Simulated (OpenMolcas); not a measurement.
# CH5MgN (MgMe(NH2)): HF/cc-pVTZ (RICD fitting)

What is the vertical ionisation energy of CH5MgN (MgMe(NH2)) at HF/cc-pVTZ (RICD fitting)? 

The calculation is run with OpenMolcas 26.06.

## (1) The system as given

The species is CH5MgN (8 atoms), typed as a singlet with charge 0. SMILES: `[CH3][Mg][NH2]`. The shape comes from GFN1-xTB, which is rough for such elements, and wasn't checked as a minimum.

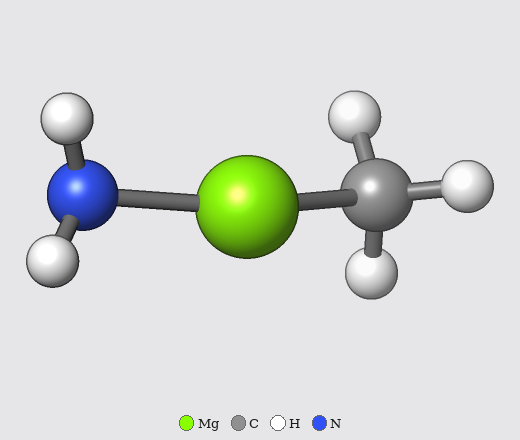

The structure, seen from a chosen angle (magnesium green, carbon grey, hydrogen white, nitrogen blue).

## (2) Energy and forces at HF/cc-pVTZ (RICD fitting)

Contents of run.input:

```
>>> EXPORT MOLCAS_PRINT=2

&GATEWAY
 Coord
 8
 angstrom
 Mg      -0.141370       0.397560      -0.359120
 C       -0.006960       0.044430       1.694280
 H        0.098940       0.931840       2.315310
 H        0.872590      -0.587970       1.836070
 H       -0.888850      -0.507140       2.023530
 N       -0.016380      -0.293150      -2.147770
 H        0.843820       0.014900      -2.591910
 H       -0.761790      -0.000480      -2.770390
 Basis = cc-pVTZ
 Group = NoSym
 RICD

&SEWARD

&SCF
 PrOrbitals = 1

&ALASKA
```

The run is started by

```bash
$ export MOLCAS_MEM=1860
$ pymolcas run.input > run.log
```

The log of the run (excerpt; [...] marks lines left out):

```text
--- Start Module: gateway ---
[...]
--- Stop Module: gateway /rc=_RC_ALL_IS_WELL_ ---
[...]
      Basis functions          164
[...]
--- Start Module: scf ---
[...]
       Convergence after  12 Iterations
[...]
::    Total SCF energy                               -294.8736792326
[...]
      Total spin, S                                     0.0000000000
[...]
      Total electronic charge=   30.000000
      Total            charge=   -0.000000
[...]
      Dipole Moment (debye):
      Origin of the operator (angstrom)=   -0.0643    0.1057   -0.3187
                   X= -4.5872E-01               Y=  3.0067E+00               Z= -4.7639E-01           Total=  3.0786E+00
      Quadrupole Moment (debye*angstrom):
[...]
--- Stop Module: scf /rc=_RC_ALL_IS_WELL_ ---
[...]
--- Start Module: alaska ---
[...]
 *              Molecular gradients               *
 **************************************************
  Irreducible representation: a
 ------------------------------------------------------------------------------------------
                              X                       Y                       Z
 ------------------------------------------------------------------------------------------
  MG1              -1.27318061028781E-03    1.24926005152091E-02   -1.88608239661026E-03
  C2                8.20744983526023E-04   -5.89553026831191E-03   -6.97919978106754E-04
  H3                3.01805832362834E-05    3.70920792467855E-03   -1.17254463695526E-03
  H4                3.49496382662373E-03   -1.63799887673877E-03   -1.65682930093125E-03
  H5               -3.57714117272234E-03   -1.08110658490990E-03   -9.20583342225889E-04
  N6                8.42250030504421E-05   -2.24691831223005E-02    7.74618970743557E-03
  H7                1.00696970408607E-02    7.62498879755424E-03    6.67048312868124E-04
  H8               -9.64948965430601E-03    7.25702161483688E-03   -2.07927836554633E-03
[...]
--- Stop Module: alaska /rc=_RC_ALL_IS_WELL_ ---
[...]
```

Run time: 9.9 s. Hardware: 1 thread of Intel Xeon 6975P-C (Granite Rapids), shared host; peak memory 0.39 GiB.

## (3) The doublet cation

Contents of run.input:

```
&GATEWAY
Coord
8
angstrom
Mg      -0.141370       0.397560      -0.359120
C       -0.006960       0.044430       1.694280
H        0.098940       0.931840       2.315310
H        0.872590      -0.587970       1.836070
H       -0.888850      -0.507140       2.023530
N       -0.016380      -0.293150      -2.147770
H        0.843820       0.014900      -2.591910
H       -0.761790      -0.000480      -2.770390
Basis = cc-pVTZ
Group = NoSym
RICD
&SEWARD
&SCF
UHF
Charge = 1
Spin = 2
PrOrbitals = 1
&ALASKA
```

The run is started by

```bash
$ export MOLCAS_MEM=1860
$ pymolcas run.input > run.log
```

The log of the run (excerpt; [...] marks lines left out):

```text
--- Start Module: gateway ---
[...]
--- Stop Module: gateway /rc=_RC_ALL_IS_WELL_ ---
[...]
      Basis functions          164
[...]
--- Start Module: scf ---
[...]
       Convergence after  27 Iterations
[...]
::    Total SCF energy                               -294.6069230836
[...]
      Total spin, S                                     0.5057586963
[...]
      Dipole Moment (debye):
      Origin of the operator (angstrom)=   -0.0643    0.1057   -0.3187
                   X= -2.0985E-01               Y=  1.6728E+00               Z= -7.0465E+00           Total=  7.2454E+00
      Center of Charge (angstrom)
[...]
--- Stop Module: scf /rc=_RC_ALL_IS_WELL_ ---
[...]
--- Start Module: alaska ---
[...]
 *              Molecular gradients               *
 **************************************************
  Irreducible representation: a
 ------------------------------------------------------------------------------------------
                              X                       Y                       Z
 ------------------------------------------------------------------------------------------
  MG1               3.63515938574110E-03   -1.87152281411418E-04   -5.48238467679580E-02
  C2               -6.41816922648739E-04   -2.08333539517738E-03   -1.99558726983140E-03
  H3                3.88101835574917E-04    3.44425436995532E-03    3.85058949197026E-03
  H4                4.03383202350183E-03   -2.60022126044746E-03   -3.43479631438326E-05
  H5               -3.76485645214153E-03   -2.23046805531468E-03    2.15042601522009E-03
  N6               -2.69118953729255E-03   -2.87514708432628E-02    3.62835824505163E-02
  H7                3.61304417557218E-04    1.63382401358056E-02    7.65116626490459E-03
  H8               -1.32053475027138E-03    1.60701533298664E-02    6.91801777828971E-03
[...]
--- Stop Module: alaska /rc=_RC_ALL_IS_WELL_ ---
[...]
```

Run time: 25 s. Hardware: 1 thread of Intel Xeon 6975P-C (Granite Rapids), shared host; peak memory 0.38 GiB.

## (4) Outcome

Level: HF/cc-pVTZ (RICD fitting).

| quantity | value |
| --- | --- |
| singlet CH5MgN: total energy | -294.87368 Eh |
| singlet CH5MgN: dipole moment | 3.08 D |
| singlet CH5MgN: HOMO energy | -9.39 eV |
| singlet CH5MgN: LUMO energy | 0.73 eV |
| singlet CH5MgN: HOMO–LUMO gap | 10.13 eV |
| singlet CH5MgN: largest force on an atom | 1.222 eV/Å |
| doublet cation: total energy | -294.60692 Eh |
| doublet cation: HOMO energy (highest over α and β) | -13.85 eV |
| doublet cation: LUMO energy (lowest over α and β) | -5.86 eV |
| doublet cation: ⟨S²⟩ | 0.762 |
| doublet cation: largest force on an atom | 2.825 eV/Å |
| vertical ionisation energy (to the doublet cation) | 7.259 eV |

Removing an electron at fixed nuclei costs 7.26 eV (700 kJ/mol). The largest force (singlet CH5MgN) is 1.22 eV/Å: the shape isn't a stationary point for this species at this level. The negative HOMO energy of the first species, 9.39 eV, lies 2.14 eV above that difference. Mulliken charges (singlet CH5MgN) run from -0.62 on N6 to +0.61 on Mg1. Mulliken charges (doublet cation) run from -0.43 on C2 to +0.74 on Mg1; they depend strongly on the basis.
